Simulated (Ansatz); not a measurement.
A series of calculations on SiH5O4Cl

### Relaxation

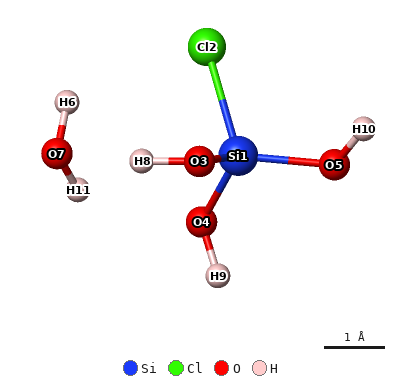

This is the input geometry for a relaxation of SiH$_{5}$O$_{4}$Cl. Style: ball-and-stick. Shown at a tilt.

The run prepares an end point of a later path (reaction) calculation, from a guessed geometry.

Level of theory: RKS PBE0/def2-SVP in Ansatz 0.2.0.

The input:
```yaml
crystal:
  periodic: [false, false, false]
  atoms:
    - { symbol: Si, position_ang: [0.135189, -0.677478, -0.394444] }
    - { symbol: Cl, position_ang: [1.190481, 0.648424, -1.650863] }
    - { symbol: O, position_ang: [0.747594, -0.598075, 1.118435] }
    - { symbol: O, position_ang: [-1.423248, -0.128951, -0.493594] }
    - { symbol: O, position_ang: [0.222778, -2.199256, -0.974623] }
    - { symbol: H, position_ang: [0.488815, 2.253478, 0.315638] }
    - { symbol: O, position_ang: [-0.062373, 2.010392, 1.073648] }
    - { symbol: H, position_ang: [0.591133, 0.312743, 1.449434] }
    - { symbol: H, position_ang: [-2.085283, -0.706973, -0.101519] }
    - { symbol: H, position_ang: [1.079294, -2.634237, -0.996619] }
    - { symbol: H, position_ang: [-0.88438, 1.719932, 0.654507] }
basis:
  gaussian: { orbitals: def2-SVP }
hamiltonian:
  xc: pbe0
relax:
  f_tol: 0.03
  max_steps: 50
```

Command:
```bash
ansatz run input.yaml --threads 2 --pin off --max-ram 3072MiB --backend cpu --events-out ev --progress --plain --runs-dir out
```

Question: What does the optimiser find from here?

Answer: The energy falls by 1.25 kcal/mol in 14 accepted moves (15 points after the start). Largest force component: 0.39 eV/Å at the start, 0.025 eV/Å at the end. The line search rejected the trial step at point 6 of the run. The largest move after the best rigid fit is that of H6, 0.64 Å. By element the largest moves are H 0.64 Å, Cl 0.45 Å, O 0.39 Å, Si 0.19 Å. Some distances before and after: Si1–Cl2 2.110 → 2.059 Å, Si1–O5 1.631 → 1.641 Å, Si1–O4 1.655 → 1.664 Å, O7–H11 0.967 → 0.972 Å. Among the angles between lasting bonds that change: Si1–O3–H8 107.3° → 110.2°, O4–Si1–O5 109.8° → 107.1°, Cl2–Si1–O4 103.1° → 105.3°. Groups turn about Si1–O4 by about 40°, Si1–O5 by about 30°.

The structure at the end:

```xyz
11

Si    0.2583   -0.6404   -0.5294
Cl    1.2461    0.3921   -2.0116
O     1.0395   -0.4683    0.8914
O    -1.2715    0.0130   -0.4856
O     0.0947   -2.2272   -0.9137
H     0.1258    2.5932    0.7162
O    -0.1955    1.9045    1.3098
H     0.8282    0.4050    1.2906
H    -1.9792   -0.6416   -0.4934
H     0.7781   -2.8221   -0.5900
H    -0.9243    1.4917    0.8158
```

After the run, drawn alike:

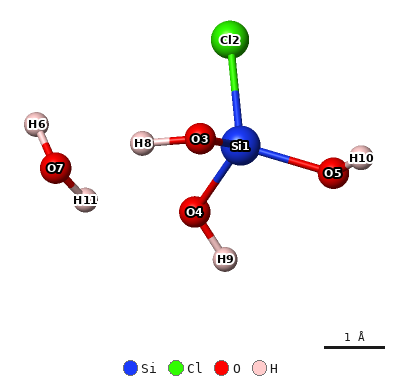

### Relaxation

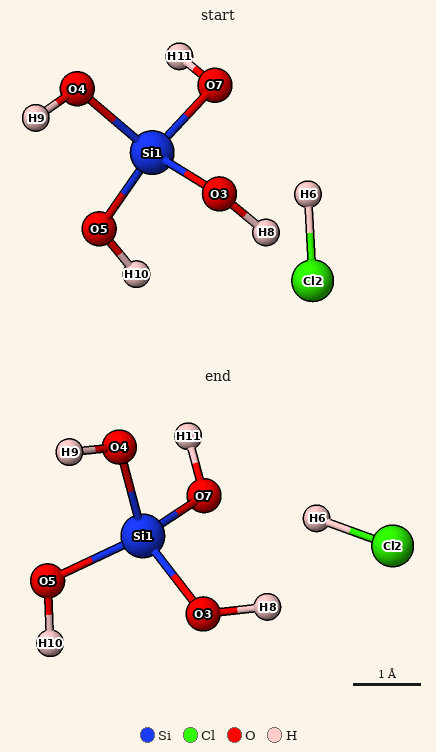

The structure of SiH$_{5}$O$_{4}$Cl before (top) and after (bottom) a relaxation, at one scale.

The picture is a ball-and-stick view, seen from a free direction.

The run prepares an end point of a later path (reaction) calculation, from a guessed geometry.

The calculation used RKS PBE0/def2-SVP (Ansatz 0.2.0).

The input:
```yaml
crystal:
  periodic: [false, false, false]
  atoms:
    - { symbol: Si, position_ang: [-0.562011, -0.264059, 0.233216] }
    - { symbol: Cl, position_ang: [2.608811, 0.735864, -0.63482] }
    - { symbol: O, position_ang: [0.476082, -0.61373, 1.453381] }
    - { symbol: O, position_ang: [-2.086651, -0.692023, 0.652572] }
    - { symbol: O, position_ang: [-0.199878, -1.015747, -1.189542] }
    - { symbol: H, position_ang: [1.639927, 1.608275, -0.469483] }
    - { symbol: O, position_ang: [-0.559992, 1.445369, 0.027242] }
    - { symbol: H, position_ang: [1.400857, -0.394931, 1.295803] }
    - { symbol: H, position_ang: [-2.24716, -1.631921, 0.775882] }
    - { symbol: H, position_ang: [0.709271, -0.910869, -1.49189] }
    - { symbol: H, position_ang: [-1.179255, 1.733771, -0.652362] }
basis:
  gaussian: { orbitals: def2-SVP }
hamiltonian:
  xc: pbe0
relax:
  f_tol: 0.03
  max_steps: 50
output:
  orbitals: {}
```

Run as
```bash
ansatz run input.yaml --threads 2 --pin off --max-ram 3072MiB --backend cpu --events-out ev --progress --plain --runs-dir out
```

Q: Summarise the run.

A: After 28 accepted moves (33 points after the start) the energy has fallen by 24.4 kJ/mol. The largest force component goes from 1.4 to 0.018 eV/Å. The line search rejected the trial steps at points 4, 12, 16, 24, 30 of the run. The atom that moves furthest after the best rigid fit is Cl2 (2.03 Å). By element the largest moves are Cl 2.03 Å, H 1.35 Å, O 1.13 Å, Si 0.43 Å. Near-neighbour distances that change, for instance: Si1–O7 1.722 → 1.676 Å, Cl2–H6 1.314 → 1.321 Å, Si1–O5 1.649 → 1.643 Å, O3–H8 0.963 → 0.969 Å. Among the angles between lasting bonds that change: O3–Si1–O4 110.1° → 117.8°, O3–Si1–O5 113.9° → 107.8°, O5–Si1–O7 110.4° → 114.5°. Groups turn about Si1–O3 by about 95°, Si1–O7 by about 25°.

Limits of the set-up: the start holds two separate molecules, 2.3 Å apart at their closest, whose relative position is a soft coordinate and is computed without a dispersion correction.

### Path

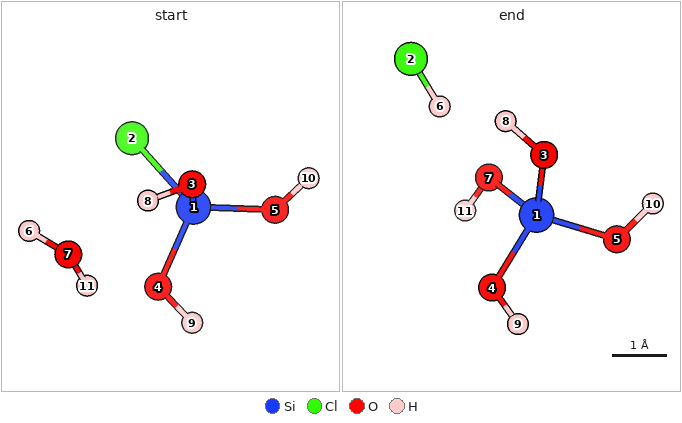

The two relaxed end points of a path for SiH$_{5}$O$_{4}$Cl. The picture is a ball-and-stick view, seen at a tilt.

These are results of RKS PBE0/def2-SVP in Ansatz, not measurements.

Set-up: 9 movable images; climbing image; force threshold 0.05 eV/Å; iteration limit 60.

Start:
```xyz
11

Si    0.2583   -0.6413   -0.5282
Cl    1.2513    0.3881   -2.0092
O     1.0367   -0.4692    0.8942
O    -1.2704    0.0147   -0.4885
O     0.0929   -2.2283   -0.9114
H     0.1287    2.5936    0.7140
O    -0.1951    1.9061    1.3076
H     0.8260    0.4048    1.2921
H    -1.9792   -0.6386   -0.4972
H     0.7745   -2.8240   -0.5857
H    -0.9236    1.4941    0.8123
```

End:
```xyz
11

Si   -0.2924   -0.5258   -0.0891
Cl    1.7340    2.4988    0.9431
O     0.9848   -0.6668    0.9212
O    -1.7894   -0.4062    0.5784
O    -0.3003   -1.8411   -1.0734
H     0.9510    2.0001    0.0035
O    -0.0943    0.9359   -0.8857
H     1.3612    0.1536    1.2741
H    -2.2120   -1.2339    0.8268
H     0.5624   -2.2273   -1.2520
H    -0.9050    1.3127   -1.2470
```

### Predict the minimum-energy path and its barrier.

The highest point, image 5, lies 72.5 kJ/mol above the start and 66.0 kJ/mol above the end; the end is at +6.6 kJ/mol relative to the start. Breaking: H6–O7 (0.96 → 0.99 at the top → 1.74 Å), Si1–Cl2 (2.06 → 2.45 at the top → 3.78 Å). Forming: Cl2–H6 (3.68 → 2.12 at the top → 1.32 Å), Si1–O7 (3.17 → 1.87 at the top → 1.68 Å). The band is converged.

Energies of the converged images:

```tsv
image	path (Å)	E (kJ/mol)
0	0.00	0.0
1	1.01	0.5
2	2.03	15.0
3	3.04	51.8
4	4.06	69.7
5	5.07	72.5
6	6.01	38.7
7	6.95	15.4
8	7.88	12.5
9	8.82	8.4
10	9.76	6.6
```

The geometry at the top of the path:

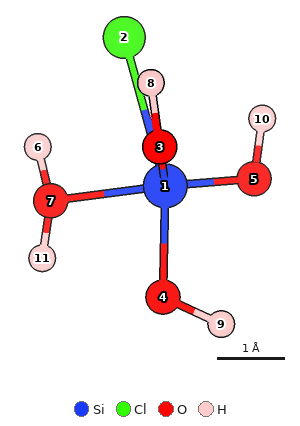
